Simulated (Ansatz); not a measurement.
# BH2 (boron dihydride) at 6 levels

We compute a comparison of 6 runs (UB2PLYP/3-21G, UHSE06/3-21G, U-r2SCAN/6-311G**, RPA@PBE/6-311G**, UCCSD/3-21G, UCCSD(T)/6-311G**) of BH2 (boron dihydride). 

Program for the calculation: Ansatz 0.2.0.

58 further runs of the same task are left out: 58 set aside as unsound or not needed.

## (1) The molecule

BH2 has 3 atoms, charge 0, and is taken as a doublet. SMILES: `[BH2]`. The H3–B1 distance was set to 1.739 Å, away from the relaxed value. At this shape a bond of the SMILES string is far longer than usual.

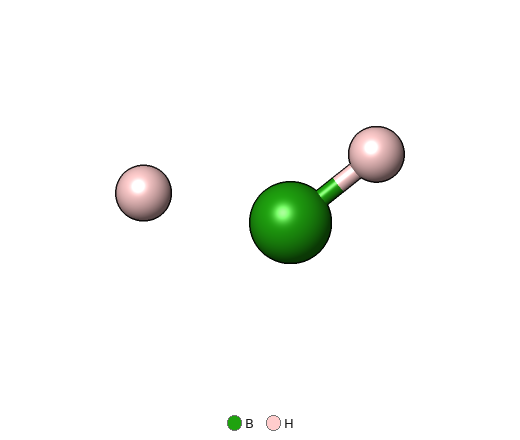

Viewed from a chosen angle; boron green, hydrogen pink.

## (2) The energy at UB2PLYP/3-21G (run 1)

Input file molecule.yaml:

```yaml
crystal:
  periodic: [false, false, false]
  atoms:
    - {symbol: B, position_ang: [0.665722, 0.160226, 0.387796]}
    - {symbol: H, position_ang: [0.682902, 1.311776, 0.520136]}
    - {symbol: H, position_ang: [-0.542860, -0.819090, -0.389630]}
basis:
  gaussian: {orbitals: 3-21G.json}
accuracy: high
correlation: {frozen_orbitals: {B: 1, H: 0}}
magnetization: {spin_polarized: true, initial_magnetization: 1}
hamiltonian: {xc: {name: B2PLYP}}
```

The basis set 3-21G is read from a file made from the Basis Set Exchange's data (not shown).

Run with:

```console
ansatz run molecule.yaml --threads 1 --pin off --max-ram 2610MiB --events-out events.jsonl --progress --plain --runs-dir runs
```

The log of the run:

```text
Warning: RAYON_NUM_THREADS=1 ignored (pool sized by the plan → 1); use --threads N
Functional definition: B2PLYP
  name "B2PLYP"
  parameter a = 0.53
  parameter c = 0.27
  exchange = (1 - a)*b88_x + a*exact_x
  correlation = (1 - c)*lyp_c + c*(mp2_os + mp2_ss)
249 factors; integrals over basis functions are off by at most 3.4e-9 eV
mean field evaluation 1: about -697.9115 eV, gradient 3.8e0 eV
mean field evaluation 2: about -697.9037 eV, gradient 3.8e0 eV
mean field evaluation 4: about -698.2059 eV, gradient 6.0e-1 eV
mean field evaluation 8: about -698.2144 eV, gradient 6.0e-2 eV
mean field evaluation 16: about -698.2147 eV, gradient 4.5e-5 eV
mean field -698.21474858 eV, -25.6589187435 hartree, gradient 4.8e-8 eV, S^2 0.751570; 2 other end points of the search recorded, 0 dependent functions left out
1 core orbitals not correlated: weight in the atoms' cores, before any rotation towards them, 1.000 or more for the frozen orbitals, at most 0.000 for the correlated occupied ones
reference -698.21476444 eV, -25.6589193262 hartree; 3, 2 occupied and 9, 10 virtual orbitals, 249 factors
second order -1.56411360 eV of doubles, -0.00000000 eV of singles
Total energy: -698.63707511 eV, -25.6744389571 hartree
```

Wall time 0.75 s (1 thread of Arm Neoverse V1, shared host); peak memory 0.092 GiB.

## (3) A single-point energy at UHSE06/3-21G (run 2)

Input file input.yaml:

```yaml
crystal:
  periodic: [false, false, false]
  atoms:
    - {symbol: B, position_ang: [0.665722, 0.160226, 0.387796]}
    - {symbol: H, position_ang: [0.682902, 1.311776, 0.520136]}
    - {symbol: H, position_ang: [-0.542860, -0.819090, -0.389630]}
basis:
  gaussian:
    orbitals: 3-21G.json
magnetization:
  spin_polarized: true
  initial_magnetization: 1
accuracy: high
hamiltonian:
  xc: hse06
total_charge: 0
```

The basis set 3-21G is read from a file made from the Basis Set Exchange's data (not shown).

Run with:

```console
ansatz run input.yaml --threads 1 --pin off --max-ram 2610MiB --events-out events.jsonl --progress --plain --runs-dir runs
```

The log of the run:

```text
Warning: RAYON_NUM_THREADS=1 ignored (pool sized by the plan → 1); use --threads N
Functional definition: HSE06
  name "HSE06"
  parameter a = 0.25
  parameter omega = 0.11/bohr
  exchange = pbe_x - a*pbe_x_sr(omega) + a*exact_x_sr(omega)
  correlation = pbe_c
249 factors; integrals over basis functions are off by at most 3.4e-9 eV
55 factors; integrals over basis functions are off by at most 1.2e-9 eV
mean field evaluation 1: about -698.5546 eV, gradient 3.1e0 eV
mean field evaluation 2: about -698.6773 eV, gradient 1.1e0 eV
mean field evaluation 4: about -698.6932 eV, gradient 1.1e-1 eV
mean field evaluation 8: about -698.6823 eV, gradient 5.0e-3 eV
mean field evaluation 16: about -698.6823 eV, gradient 5.4e-7 eV
mean field -698.68231207 eV, -25.6761013848 hartree, gradient 5.3e-8 eV, S^2 0.750479; 1 other end points of the search recorded, 0 dependent functions left out
reference -698.68231396 eV, -25.6761014541 hartree; 4, 3 occupied and 9, 10 virtual orbitals, 249 factors
Total energy: -698.68231396 eV, -25.6761014541 hartree
```

It took 0.89 s on 1 thread of Arm Neoverse V1, shared host.

Runs 3 to 5 aren't shown in full; the table further down has their settings and results.

## (4) The energy at UCCSD(T)/6-311G(d,p) (run 6)

Input file input.yaml:

```yaml
crystal:
  periodic: [false, false, false]
  atoms:
    - {symbol: B, position_ang: [0.665722, 0.160226, 0.387796]}
    - {symbol: H, position_ang: [0.682902, 1.311776, 0.520136]}
    - {symbol: H, position_ang: [-0.542860, -0.819090, -0.389630]}
basis:
  gaussian: {orbitals: 6-311G_st__st_.json}
magnetization: {spin_polarized: true, initial_magnetization: 1}
accuracy: high
scf: {omitted_lower_state_checks: [cluster_reference, increment]}
correlation: {method: ccsd_t, frozen_orbitals: {B: 1, H: 0}}
```

The basis set 6-311G** is read from a file made from the Basis Set Exchange's data (not shown).

Run with:

```console
ansatz run input.yaml --threads 1 --pin off --max-ram 2610MiB --events-out events.jsonl --progress --plain --runs-dir runs
```

The log of the run, cut to the lines that bear on the results:

```text
Warning: RAYON_NUM_THREADS=1 ignored (pool sized by the plan → 1); use --threads N
Functional definition: HF
  name "HF"
[...]
536 factors; integrals over basis functions are off by at most 3.5e-9 eV
[...]
mean field -699.07868254 eV, -25.6906677306 hartree, gradient 1.1e-8 eV, S^2 0.757727; 4 other end points of the search recorded, 0 dependent functions left out
1 core orbitals not correlated: weight in the atoms' cores, before any rotation towards them, 1.000 or more for the frozen orbitals, at most 0.000 for the correlated occupied ones
reference -699.07868254 eV, -25.6906677306 hartree; 3, 2 occupied and 26, 27 virtual orbitals, 536 factors
second order -1.97638409 eV of doubles, -0.00000000 eV of singles
cycle   1  -2.39020539 eV  change   -4.1e-1 eV  update   5.7e-2
[...]
cycle  24  -2.62104510 eV  change  -4.1e-11 eV  update  2.9e-10
perturbative correction -0.05794788 eV, -0.0021295454 hartree
Total energy: -701.75767552 eV, -25.7891189068 hartree
Checks for a lower state left out: cluster_reference, increment
```

Run time: 0.58 s. Hardware: 1 thread of Arm Neoverse V1, shared host; peak memory 0.093 GiB.

## (5) The series

| run | level | frozen core orbitals | energy (Eh) | ⟨S²⟩ | wall time |
| --- | --- | --- | --- | --- | --- |
| 1 | UB2PLYP/3-21G | 1 | -25.674439 | 0.752 | 0.75 s |
| 2 | UHSE06/3-21G | – | -25.676101 | 0.750 | 0.89 s |
| 3 | U-r2SCAN/6-311G** | – | -25.853589 | 0.752 | 2.1 s |
| 4 | RPA@PBE/6-311G** | 1 | -25.859683 | 0.751 | 1.3 s |
| 5 | UCCSD/3-21G | 1 | -25.600347 | 0.751 | 0.2 s |
| 6 | UCCSD(T)/6-311G** | 1 | -25.789119 | 0.758 | 0.58 s |

## (6) Outcome

| quantity | value |
| --- | --- |
| run 6: total energy | -25.78912 Eh |
| run 6: correlation energy (1 core orbital frozen) | -98.5 mEh |
| run 6: (T) correction | -2.13 mEh |
| run 6: ⟨S²⟩ of the reference determinant | 0.758 |
| run 6: T1 diagnostic | 0.020 |

**Reading.** Totals of different functionals can't be ranked against each other. All runs together took 5.9 s, the longest 2.1 s.
